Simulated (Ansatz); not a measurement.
## LiCo2S2: relaxing a made-up structure

Starting from a made-up structure for LiCo2S2, the aim is the relaxed cell, its shortest contacts and, where a second run follows, its electronic structure.

Calculated with Ansatz 0.2.0; DFT, PBE, plane-wave PAW, files of the set soft_1, scalar-relativistic, ferromagnetic start, cell and ions relaxed at zero pressure; PAW set soft_1.

## 1. Starting point

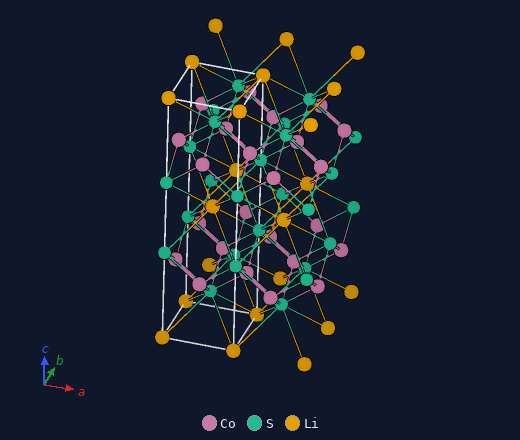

The cell as given, slightly off an axis (cobalt pink, sulfur teal, lithium orange). 2×2×1 cells are drawn. This picture shows the conventional cell, with its axes. Some periodic images of atoms are drawn too.

## 2. Relaxation of the guess

The guessed cell has no reason to be at equilibrium. It is relaxed with the atoms, within the space group of the guess.

File input.yaml:

```yaml
crystal:
  lattice:
    - [-1.6795, 1.6795, 6.265]
    - [1.6795, -1.6795, 6.265]
    - [1.6795, 1.6795, -6.265]
  atoms:
    - { symbol: Co, position: [0.75, 0.25, 0.5], spin: 2.0 }
    - { symbol: Co, position: [0.25, 0.75, 0.5], spin: 2.0 }
    - { symbol: S, position: [0.3537, 0.3537, 0.0] }
    - { symbol: S, position: [0.6463, 0.6463, 0.0] }
    - { symbol: Li, position: [0.0, 0.0, 0.0] }
magnetization:
  spin_polarized: true
kpoints:
  mp_grid: { grid: [11, 11, 11] }
scf:
  occupations: { method: fermi_dirac, width: 0.05 }
hamiltonian:
  xc: pbe
  pseudopotentials: { kind: paw, azcp: { folder: soft_1 } }
relax:
  f_tol: 0.015
  max_steps: 70
  cell: {}
output:
  forces: true
  stress: true
```

Launch:

```bash
> ansatz run input.yaml --threads 4 --pin off --max-ram 8192MiB --backend cpu --events-out ev --progress --plain --runs-dir out
```

Numbers of over 12 decimals in the logs are rounded to 6 here.

Output:

```text
basis.fft_grid_basis auto: the FFT boxes are laid along the combinations [[1, 0, 1], [0, 1, 1], [0, 0, 1]] of the cell's own vectors, 3.359, 3.359 and 6.700 Å long. The dense box has 24×24×45 points. Along the cell's own vectors, as sized, it would have 45×45×45, 3.52 times as many. Of the 16 symmetry operations that the crystal satisfies within crystal.symmetry.tolerance (time reversal apart; of a slab, those that k [...]
Engine: ansatz 0.2.0, aarch64-unknown-linux-gnu
Pseudopotentials: kind: paw
Pseudopotential: Co, paw, valence charge 17, recommended cutoff 420 eV (normal), soft_1/Co.paw.azcp
Pseudopotential: S, paw, valence charge 6, recommended cutoff 420 eV (normal), soft_1/S.paw.azcp
Pseudopotential: Li, paw, valence charge 3, recommended cutoff 420 eV (normal), soft_1/Li.paw.azcp
Functional definition: PBE
  parameter kappa = 0.804
  parameter beta = 0.066725
  exchange = pbe_x(kappa = kappa, mu = beta*pi^2/3)
  correlation = pbe_c(beta = beta)
Crystal: 5 atoms, lattice volume = 70.687 Å³
Basis set: ecut = 420 eV, 1401 PW (Γ), FFT grids on a1+a3, a2+a3, a3, exchange–correlation on 48×48×90 points (8 copies of the dense FFT grid, shifted against one another)
Bands: 32, of which v1, the nominal top of the filled ones, is band 25 counted from 1 (24 counted from 0)
Symmetry: 16 space group operations
Space group: I4/mmm (ITA 139), of the structure as read, at distance tolerance 4.1e-5 Å
Magnetic group: BNS 139.531 (UNI 1191), of the structure as read, at distance tolerance 4.1e-5 Å
k-points: 126 of 1331
Non-local potential: Co, projectors of the file, l = 0: 3, l = 1: 2, l = 2: 3, l = 3: 1
Non-local potential: S, projectors of the file, l = 0: 2, l = 1: 2, l = 2: 1
Non-local potential: Li, projectors of the file, l = 0: 3, l = 1: 2, l = 2: 1
PAW form: soft (Blöchl's): semilocal exchange-correlation on the pseudo side does not see the compensation charge
PAW one-centre angular grid: Co, 590 points (default); XC on 64 Gauss nodes
PAW one-centre angular grid: S, 110 points (default); XC on 64 Gauss nodes
PAW one-centre angular grid: Li, 110 points (default); XC on 96 Gauss nodes
Initial density: superposition of atomic densities (chi_scale 0.1, normalization cell, long waves kept (reshape's long-wave potential 0.03 eV rms))
Starting moments: Σ|m| = 4 μB on 2 of 5 sites
Initial wavefunctions: pseudopotential atomic-orbital guess
Functional: x = pbe(κ = 0.804, μ = 0.219515), c = pbe(β = 0.066725)
SCF iter   1: F=—  HF=-12256.290685 eV  |F-HF|=—  |Δ(HF+E_count)|=         —  Δρ=5.70e-2 (↑3.66e-2 ↓5.70e-2)  dr2=7.56e0  dr2_m=1.06e-1  M=3.531 μB ∫|m|=3.569 μB  β_m=0.30  ethr=3.10e-3  ⟨swp⟩=6.7  Hψ=37251  notcnv=0
Mixer restart at iter 1: flushing history
preconditioner: auto → Kerker (q_TF=auto, 2.567 Å⁻¹)  [metal: Δε(μ)=0.001 eV  Ē_g=9.076 eV  σ=0.050 eV  W_gap=0.01  n_scr=20 (ndim 8)  ℏωp=24.6 eV  f_vac=0.000  D(μ)=3.24/eV (n_scr^D=32)]
spin=Collinear: Kerker preconditioning applied to the charge; magnetization (m = ρ↑ − ρ↓) channel mixes plain (no charge-response kernel on spin).
SCF iter   2: F=—  HF=-12259.518950 eV  |F-HF|=—  |Δ(HF+E_count)|=    3.23e0  Δρ=4.32e-2 (↑1.31e-2 ↓4.32e-2)  dr2=4.40e0  dr2_m=2.03e-1  M=3.326 μB ∫|m|=3.375 μB  β_m=0.56  ethr=3.10e-3  ⟨swp⟩=3.0  Hψ=15507  notcnv=0  defer=380
SCF iter   3: F=—  HF=-12262.709749 eV  |F-HF|=—  |Δ(HF+E_count)|=    3.19e0  Δρ=5.18e-2 (↑8.03e-3 ↓5.18e-2)  dr2=3.88e0  dr2_m=4.76e-1  M=2.616 μB ∫|m|=2.706 μB  β_m=0.37  ethr=3.10e-3  ⟨swp⟩=3.0  Hψ=13216  notcnv=0  defer=380
SCF iter   4: F=—  HF=-12262.788727 eV  |F-HF|=—  |Δ(HF+E_count)|=   7.90e-2  Δρ=4.04e-2 (↑4.04e-2 ↓1.17e-2)  dr2=8.20e-1  dr2_m=3.28e-1  M=2.099 μB ∫|m|=2.204 μB  β_m=0.79  ethr=3.10e-3  ⟨swp⟩=3.9  Hψ=18295  notcnv=0  defer=360
SCF iter   5: F=—  HF=-12262.859798 eV  |F-HF|=—  |Δ(HF+E_count)|=   7.11e-2  Δρ=2.00e-2 (↑1.59e-2 ↓2.00e-2)  dr2=3.99e-1  dr2_m=1.95e-1  M=1.850 μB ∫|m|=1.941 μB  β_m=0.78  ethr=1.67e-3  ⟨swp⟩=2.7  Hψ=14173  notcnv=0  defer=342
SCF iter   6: F=—  HF=-12262.879571 eV  |F-HF|=—  |Δ(HF+E_count)|=   1.98e-2  Δρ=1.46e-2 (↑7.66e-3 ↓1.46e-2)  dr2=3.44e-2  dr2_m=7.78e-2  M=1.177 μB ∫|m|=1.246 μB  β_m=0.89  ethr=8.15e-4  ⟨swp⟩=3.1  Hψ=13139  notcnv=0  defer=342
SCF iter   7: F=—  HF=-12262.998570 eV  |F-HF|=—  |Δ(HF+E_count)|=         —  Δρ=2.73e-2 (↑2.32e-2 ↓2.73e-2)  dr2=1.44e-2  dr2_m=4.11e-1  M=0.234 μB ∫|m|=0.305 μB  β_m=0.89  ethr=7.03e-5  ⟨swp⟩=2.4  Hψ=13153  notcnv=0  defer=342
Mixer restart at iter 7: flushing history
SCF iter   8: F=—  HF=-12262.991345 eV  |F-HF|=—  |Δ(HF+E_count)|=   7.23e-3  Δρ=9.47e-3 (↑9.47e-3 ↓8.50e-3)  dr2=9.34e-4  dr2_m=5.20e-2  M=0.089 μB ∫|m|=0.126 μB  β_m=0.95  ethr=2.93e-5  ⟨swp⟩=3.2  Hψ=15198  notcnv=0  defer=273
SCF iter   9: F=—  HF=-12262.995116 eV  |F-HF|=—  |Δ(HF+E_count)|=   3.77e-3  Δρ=4.51e-3 (↑2.45e-3 ↓4.51e-3)  dr2=2.15e-2  dr2_m=7.18e-4  M=0.016 μB ∫|m|=0.023 μB  β_m=0.67  ethr=1.91e-6  ⟨swp⟩=2.8  Hψ=17572  notcnv=0  defer=269
SCF iter  10: F=—  HF=-12262.988671 eV  |F-HF|=—  |Δ(HF+E_count)|=   6.45e-3  Δρ=7.67e-4 (↑7.67e-4 ↓3.32e-4)  dr2=3.96e-4  dr2_m=5.76e-5  M=0.008 μB ∫|m|=0.014 μB  β_m=0.83  ethr=1.91e-6  ⟨swp⟩=3.0  Hψ=17376  notcnv=0  defer=269
[...]
SCF 1 converged in 17 iterations: F = -12262.988899 eV  dr2 = 3.07e-10
  greatest PAW one-centre occupation: 1.001 electrons in one spin orbital (limit 2), on the Co atom at site 1 (counted from 0), in its partial waves of l = 1
relax step   1: F+E_penalty+E_count = -12262.98889922 eV  Δ(F+E_penalty+E_count) = +0.000e0 eV  max|allowed force component| = 2.150e0 eV/Å  Δτ_max = 0.0000 Å  P = +15.396 GPa  Ω = 70.687 Å³  (17 SCF iters, dr2 threshold 1.00e-7 eV, accepted)
[... from here on, the SCF cycles and remarks between the steps are left out ...]
relax step   2: F+E_penalty+E_count = -12263.41882854 eV  Δ(F+E_penalty+E_count) = -4.299e-1 eV  max|allowed force component| = 9.268e-1 eV/Å  Δτ_max = 0.0804 Å  P = +7.716 GPa  Ω = 70.742 Å³  energy of the carried Pulay correction = -3.396e-5 eV  (14 SCF iters, dr2 threshold 5.00e-7 eV, accepted)
relax step   3: F+E_penalty+E_count = -12263.62732679 eV  Δ(F+E_penalty+E_count) = -2.085e-1 eV  max|allowed force component| = 1.193e-1 eV/Å  Δτ_max = 0.0393 Å  P = +1.992 GPa  Ω = 72.340 Å³  energy of the carried Pulay correction = -1.020e-3 eV  (11 SCF iters, dr2 threshold 5.00e-7 eV, accepted)
relax step   4: F+E_penalty+E_count = -12263.66577716 eV  Δ(F+E_penalty+E_count) = -3.845e-2 eV  max|allowed force component| = 1.373e-1 eV/Å  Δτ_max = 0.0415 Å  P = -2.580 GPa  Ω = 75.913 Å³  energy of the carried Pulay correction = -3.146e-3 eV  (10 SCF iters, dr2 threshold 5.00e-7 eV, accepted)
relax step   5: F+E_penalty+E_count = -12263.68933819 eV  Δ(F+E_penalty+E_count) = -2.356e-2 eV  max|allowed force component| = 1.091e-1 eV/Å  Δτ_max = 0.0201 Å  P = -0.412 GPa  Ω = 73.994 Å³  energy of the carried Pulay correction = -2.017e-3 eV  (8 SCF iters, dr2 threshold 5.00e-7 eV, accepted)
relax step   6: F+E_penalty+E_count = -12263.69024947 eV  Δ(F+E_penalty+E_count) = -9.113e-4 eV  max|allowed force component| = 2.883e-2 eV/Å  Δτ_max = 0.0085 Å  P = +0.121 GPa  Ω = 73.833 Å³  energy of the carried Pulay correction = -1.921e-3 eV  (8 SCF iters, dr2 threshold 5.00e-7 eV, accepted)
relax step   7: F+E_penalty+E_count = -12263.69028406 eV  Δ(F+E_penalty+E_count) = -3.459e-5 eV  max|allowed force component| = 1.800e-4 eV/Å  Δτ_max = 0.0017 Å  P = -0.001 GPa  Ω = 73.872 Å³  energy of the carried Pulay correction = -1.944e-3 eV  (8 SCF iters, dr2 threshold 5.20e-8 eV, accepted)
relax step   8: F+E_penalty+E_count = -12263.69750580 eV  Δ(F+E_penalty+E_count) = -7.222e-3 eV  max|allowed force component| = 3.244e-3 eV/Å  Δτ_max = 0.0000 Å  P = +0.124 GPa  Ω = 73.872 Å³  stress off target by 2.12e-1 GPa  SCF on the basis re-selected at this cell (its energy is not comparable with the rows above)  (12 SCF iters)
relax step   9: F+E_penalty+E_count = -12263.69762593 eV  Δ(F+E_penalty+E_count) = -1.201e-4 eV  max|allowed force component| = 9.060e-5 eV/Å  Δτ_max = 0.0015 Å  P = +0.006 GPa  Ω = 73.973 Å³  energy of the carried Pulay correction = -5.269e-5 eV  (6 SCF iters, dr2 threshold 1.13e-7 eV, accepted)
relax step  10: F+E_penalty+E_count = -12263.69767291 eV  Δ(F+E_penalty+E_count) = -4.698e-5 eV  max|allowed force component| = 7.858e-5 eV/Å  Δτ_max = 0.0000 Å  P = +0.005 GPa  Ω = 73.973 Å³  stress off target by 2.40e-2 GPa  SCF on the basis re-selected at this cell (its energy is not comparable with the rows above)  (9 SCF iters)
basis re-selected at this cell: Δ(F+E_penalty+E_count) = -4.698e-5 eV, ΔP = -0.001 GPa vs the last step (what re-selecting the basis moved, of the pressure what is left beyond the Pulay correction that the steps carried, after the strain that the cell walked since its last selection, with what the two solves' SCF thresholds leave and, on support functions, any second-order correction that the steps lacked; it is no m [...]
SCF converged after 9 iterations
Magnetization: -1.6648 μB (23.6676 up, 25.3324 down)
Absolute magnetization: 1.7346 μB (∫|ρ↑−ρ↓|, with the PAW one-centre terms)
Spin contamination: 0.0172 ħ² per cell (⟨S²⟩ above its minimum at these occupations)
Per-site moments (μB) at R_I (Å): [(-0.744991, 0.908460), (-0.744991, 0.908460), (-0.040885, 0.908460), (-0.040885, 0.908460), (-0.010583, 1.242219)]
Free energy (F): -12263.697673 eV
Harris-Foulkes:  -12263.697673 eV  (|F-HF|=1.46e-11)
Internal energy: -12263.668571 eV  (E = F + TS)
E sigma→0 (E₀):  -12263.683122 eV
Entropy (-TS):   -0.029101 eV (-5.820 meV/atom)
Fermi energy:    10.282161 eV
--- Per-component energies (eV) ---
  E_band       = -821.376222
  E_kinetic    = 820.221817
  E_local      = -9806.268401  (includes V_loc(G=0)·N_el)
  E_nonlocal   = 929.686108
  E_hartree    = 4409.336970
  E_xc         = -372.208926
  E_vxc        = -415.936098  (∫ρ·V_xc dr)
  E_paw        = -4396.005730  (= ΣΔE_a)
  E_vpaw       = -1167.753373  (= ΣTr[D̂ρ^β])
  E_aug_tail   = 0.000218  (compensation charges beyond the density's cutoff)
  E_ewald      = -3848.430627
  E_smearing   = -0.029101  (= −TS)
  E_closure    = 0.000000  (closes the sum)
  Σ components = -12263.697673   (vs F -12263.697673, Δ=0.00e0)
--- Forces (eV/Å), atoms counted from 1 ---
  atom   1  Co     0.00000000    -0.00000000     0.00000000
  atom   2  Co     0.00000000    -0.00000000     0.00000000
  atom   3  S      0.00000000     0.00000000     0.00007858
  atom   4  S      0.00000000     0.00000000    -0.00007858
  atom   5  Li    -0.00000000     0.00000000    -0.00000000
  max |Σ_I F_I| component: 9.54e-18 eV/Å
--- Stress (GPa, compression-positive) ---
        0.019220       0.000000      -0.000000
        0.000000       0.019220       0.000000
        0.000000       0.000000      -0.023961
  P = ⅓ Tr σ = 0.0048 GPa (0.048 kbar)
--- Relaxed structure (8 steps of the walk, 8 accepted, 2 SCFs on fresh bases) ---
  F+E_penalty+E_count = -12263.69767291 eV   max|allowed force component| = 7.858e-5 eV/Å   (the final SCF, on the basis selected at the relaxed cell)
  cell:  # Å, volume = 73.9728 Å³
    - [-1.834544, 1.834544, 5.494847]
    - [1.834544, -1.834544, 5.494847]
    - [1.834544, 1.834544, -5.494847]
  atoms:
    - { symbol: Co, position: [0.75, 0.25, 0.5] }
    - { symbol: Co, position: [0.25, 0.75, 0.5] }
    - { symbol: S, position: [0.360875, 0.360875, 0] }
    - { symbol: S, position: [0.639125, 0.639125, 0] }
    - { symbol: Li, position: [4.395648073604437e-19, 4.395648073604432e-19, 0] }
```

Wall time 1.7 min (4 threads of Arm Neoverse V1, shared host); peak memory 0.7 GiB; 6.7 min of CPU time.

The steps of the relaxation:

```
step  energy less that of the first step (eV)  largest force component (eV/Å)  pressure (GPa)  volume (Å³)
   1                                   0.0000                          2.1497           15.40        70.69
   2                                  -0.4299                          0.9268            7.72        70.74
   3                                  -0.6384                          0.1193            1.99        72.34
   4                                  -0.6769                          0.1373           -2.58        75.91
   5                                  -0.7004                          0.1091           -0.41        73.99
   6                                  -0.7013                          0.0288            0.12        73.83
   7                                  -0.7014                          0.0002            0.00        73.87
  8*                                  -0.7086                          0.0032            0.12        73.87
   9                                  -0.7087                          0.0001            0.01        73.97
 10*                                  -0.7088                          0.0001            0.00        73.97
```

Relaxation steps marked * repeat the geometry before them on a plane-wave basis chosen anew for their cell, so energy and pressure can jump there.

Forces are held to the 16 operations that the run works with; a distortion that breaks them can't arise in this run.

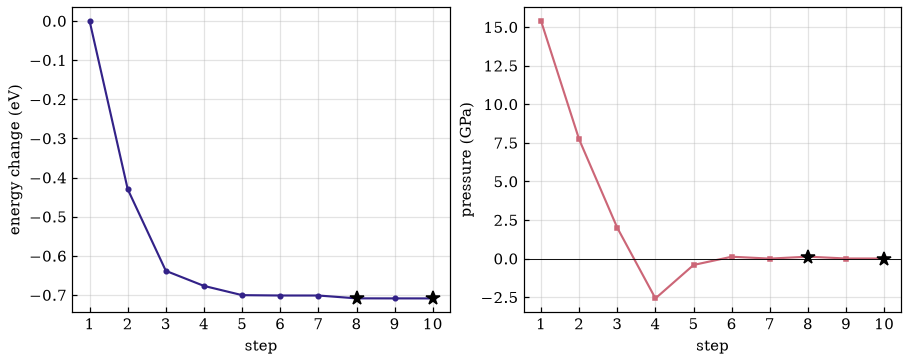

Energy and pressure along the relaxation. Stars mark steps on a basis chosen anew.

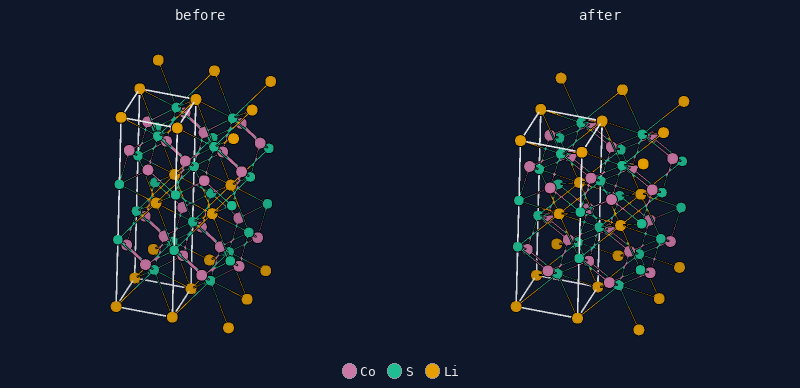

Before and after, at one scale.

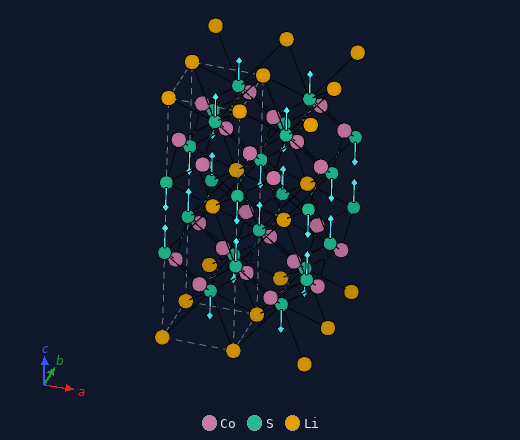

Displacements in the relaxation, exaggerated, measured against the changing cell; the longest in the cell stands for 0.08 Å. 2×2×1 conventional cells are drawn. Some periodic images of atoms are drawn too.

```
     cell as run  before   after   change
           a (Å)   6.700   6.077   -9.3 %
           b (Å)   6.700   6.077   -9.3 %
           c (Å)   6.700   6.077   -9.3 %
           α (°)  150.97  144.86   -4.0 %
           β (°)  150.97  144.86   -4.0 %
           γ (°)   41.53   50.55  +21.7 %
volume (Å³/atom)   14.14   14.79   +4.6 %
```

The atoms that moved most (Å, as changes of fractional coordinates times the final cell):

```
atom     dx     dy      dz  length
  S3  0.000  0.000   0.079   0.079
  S4  0.000  0.000  -0.079   0.079
```

Final coordinates:

```cif
data_structure
_symmetry_space_group_name_H-M 'P 1'
_symmetry_Int_Tables_number 1
_cell_length_a 6.0765
_cell_length_b 6.0765
_cell_length_c 6.0765
_cell_angle_alpha 144.856
_cell_angle_beta 144.856
_cell_angle_gamma 50.549
_cell_volume 73.97
loop_
_atom_site_label
_atom_site_type_symbol
_atom_site_fract_x
_atom_site_fract_y
_atom_site_fract_z
_atom_site_occupancy
Co1 Co 0.75000 0.25000 0.50000 1
Co2 Co 0.25000 0.75000 0.50000 1
S3 S 0.36087 0.36087 0.00000 1
S4 S 0.63913 0.63913 0.00000 1
Li5 Li 0.00000 0.00000 0.00000 1
```

Numbers from this step:

| Property | Result |
| --- | --- |
| free energy | -12263.6977 eV |
| energy at zero smearing | -12263.6831 eV |
| smearing term TS | 0.02910 eV |
| Fermi energy | 10.28 eV |
| magnetization | -1.665 μB |
| absolute magnetization | 1.735 μB |
| site moments | -0.7450, -0.7450, -0.04088, -0.04088, -0.01058 μB |
| electrons | 49 |
| symmetry operations | 16 |
| pressure | 0.004826 GPa |

Site moment by atom:

```
atom  site moment (μB)
 Co1            -0.745
 Co2            -0.745
  S3            -0.041
  S4            -0.041
 Li5            -0.011
```

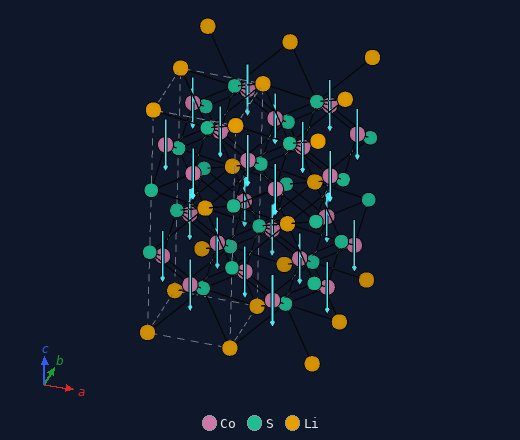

Site moment as arrows, the longest 0.745 μB. Up and down stand for the sign. Arrows give size and sign along the axis of quantisation, drawn up and down the page. 2×2×1 conventional cells are drawn. Some periodic images of atoms are drawn too.

The shortest distance of each pair, which need not be the same contact before and after:

```
 pair  guess (Å)  relaxed (Å)
 Co–S      2.123        2.202
Co–Co      2.375        2.594
 Li–S      3.000        3.011
  S–S      3.359        3.058
Co–Li      3.554        3.304
```

The relaxation ends with a largest force component of 7.9e-5 eV/Å and a pressure of 0.00 GPa.

## 3. What came out

```
space group, relaxed : I4/mmm
conventional cell    : a = 3.669, b = 3.669, c = 10.990 Å; α = 90.0°, β = 90.0°, γ = 90.0°
volume per atom      : 14.79 Å³ (guess 14.14)
total moment         : 1.66 μB in the cell of 5 atoms
```

What this shows: LiCo2S2 relaxes to I4/mmm with a = 3.669, b = 3.669 and c = 10.990 Å. The guessed volume was 4 % too small. The space group I4/mmm was held in the relaxation, so the end point is a stationary structure within it and may be a saddle against distortions or other arrangements. The input starts from parallel moments, and no other start was typed. Mesh and cutoff weren't tested. A vector of the cell changed its length by 9 %, more than the volume shows. No dispersion term is used, so weakly bound directions may come out too long. Nothing here tests whether the compound is stable against decomposition.

[Logs are printed without paths, hosts, clocks, repeated set-up lines and the standing remarks that a program may print on its own settings, such as how far it seeks lower states.]

[Hosts, paths, dates, database ids (printed as entryN), source tags and the programs' standing remarks are cut or masked in the printed files.]
